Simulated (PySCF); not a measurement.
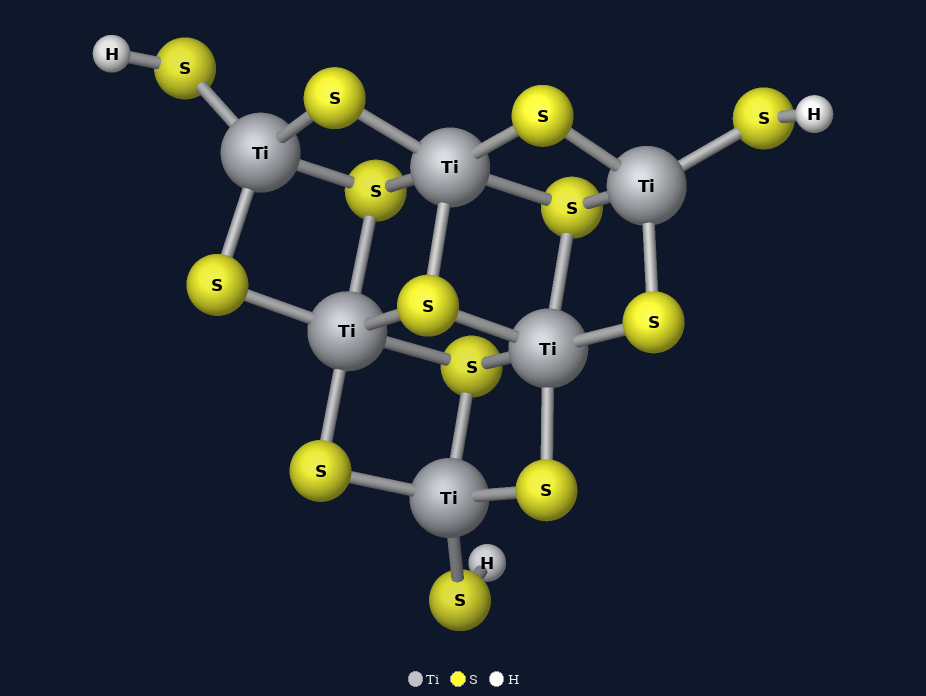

Ball-and-stick drawing of a structure.

The species has charge +1 and is a spin singlet. The geometry was computed by an optimisation with GFN1-xTB. No frequency run is at hand to confirm it as a minimum.

> Which formula does it have?

H₃S₁₃Ti₆⁺, 22 atoms: 3 hydrogen, 13 sulfur and 6 titanium.

> How many bonds of each kind are drawn?

27 S–Ti, 3 S–H. Sticks follow a distance rule.

The parts below concern this one geometry. Atoms keep their numbers from picture to picture.

**Electronic properties**

No frequency run is at hand to confirm it as a minimum. Properties computed with PBE0/def2-SVP, gas phase (PySCF 2.14.0). Excitations: vertical, Tamm–Dancoff approximation.

> What is the HOMO energy (Kohn–Sham orbital)?

−10.68 eV.

> Estimate the HOMO–LUMO gap.

2.83 eV.

> Estimate the lowest vertical singlet excitation.

1.83 eV.

> What is the mean static polarisability?

451.4 bohr³.

**Bond orders**

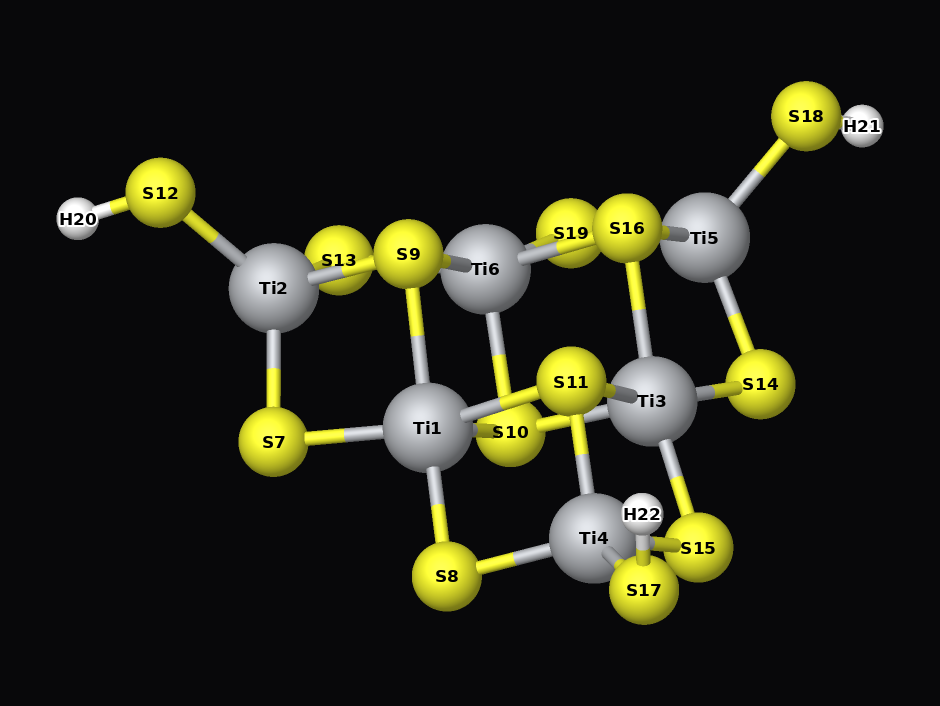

Every bond is drawn as one stick. No frequency run is at hand to confirm it as a minimum. Computed with PBE0/def2-SVP (PySCF 2.14.0).

List the Mayer bond orders of Ti1–S7, Ti1–S8, Ti1–S9, Ti1–S10, Ti1–S11, Ti2–S7, Ti2–S9, Ti2–S12, Ti2–S13, Ti3–S10, Ti3–S11, Ti3–S14, Ti3–S15, Ti3–S16, Ti4–S8, Ti4–S11, Ti4–S15, Ti4–S17, Ti5–S14, Ti5–S16, Ti5–S18, Ti5–S19, Ti6–S9, Ti6–S10, Ti6–S13, Ti6–S16, Ti6–S19 (bonds between heavy atoms, one of each equivalent set). Atoms whose distances differ by more than 0.02 Å in this geometry are listed apart.

| bond | Mayer order | length (Å) |
| --- | --- | --- |
| Ti1–S7 | 1.29 | 2.266 |
| Ti1–S8 | 1.32 | 2.262 |
| Ti1–S9 | 0.71 | 2.456 |
| Ti1–S10 | 0.89 | 2.327 |
| Ti1–S11 | 0.68 | 2.477 |
| Ti2–S7 | 1.21 | 2.235 |
| Ti2–S9 | 1.07 | 2.248 |
| Ti2–S12 | 1.43 | 2.223 |
| Ti2–S13 | 1.19 | 2.240 |
| Ti3–S10 | 0.89 | 2.327 |
| Ti3–S11 | 0.69 | 2.472 |
| Ti3–S14 | 1.29 | 2.265 |
| Ti3–S15 | 1.31 | 2.264 |
| Ti3–S16 | 0.70 | 2.458 |
| Ti4–S8 | 1.19 | 2.240 |
| Ti4–S11 | 1.10 | 2.238 |
| Ti4–S15 | 1.20 | 2.236 |
| Ti4–S17 | 1.43 | 2.229 |
| Ti5–S14 | 1.21 | 2.236 |
| Ti5–S16 | 1.07 | 2.247 |
| Ti5–S18 | 1.43 | 2.223 |
| Ti5–S19 | 1.19 | 2.241 |
| Ti6–S9 | 0.69 | 2.464 |
| Ti6–S10 | 0.88 | 2.329 |
| Ti6–S13 | 1.31 | 2.262 |
| Ti6–S16 | 0.70 | 2.461 |
| Ti6–S19 | 1.31 | 2.262 |

**Charges**

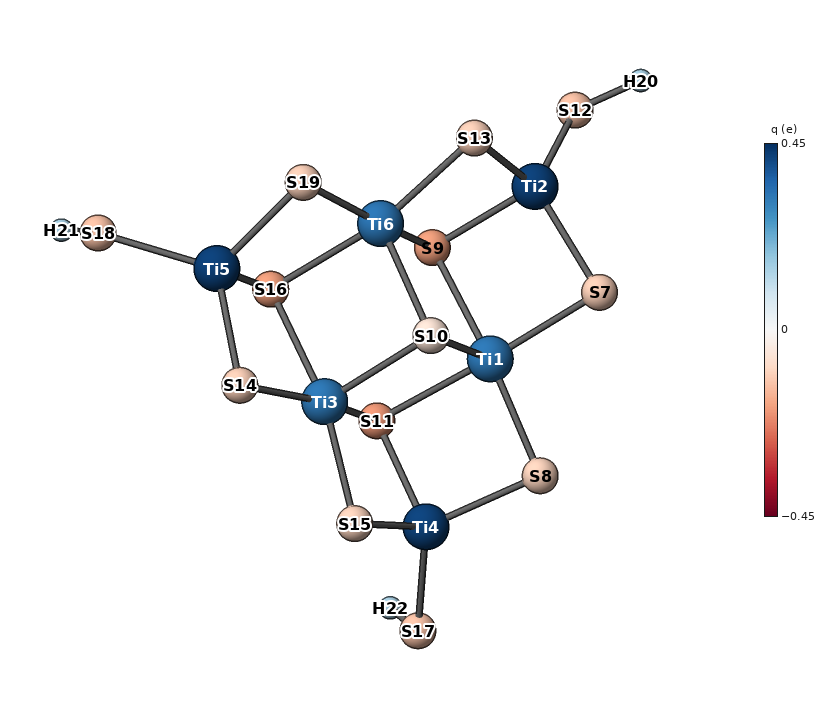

Atoms are coloured by their Mulliken charges. No frequency run is at hand to confirm it as a minimum. Method: PBE0/def2-SVP, gas phase (PySCF 2.14.0).

List the Mulliken charges.

| atom | value (e) |
| --- | --- |
| Ti1 | 0.32 |
| Ti2 | 0.42 |
| Ti3 | 0.32 |
| Ti4 | 0.41 |
| Ti5 | 0.42 |
| Ti6 | 0.32 |
| S7 | −0.11 |
| S8 | −0.10 |
| S9 | −0.19 |
| S10 | −0.06 |
| S11 | −0.19 |
| S12 | −0.13 |
| S13 | −0.11 |
| S14 | −0.11 |
| S15 | −0.10 |
| S16 | −0.18 |
| S17 | −0.13 |
| S18 | −0.13 |
| S19 | −0.11 |
| H20 | 0.15 |
| H21 | 0.15 |
| H22 | 0.14 |

Mulliken values depend strongly on the basis set and can even reverse the polarity of a bond. The geometry is semi-empirical. Around Ti such bond lengths and angles can be off by a tenth of an ångström or more and by several degrees, and values that hang on the shape move with them.
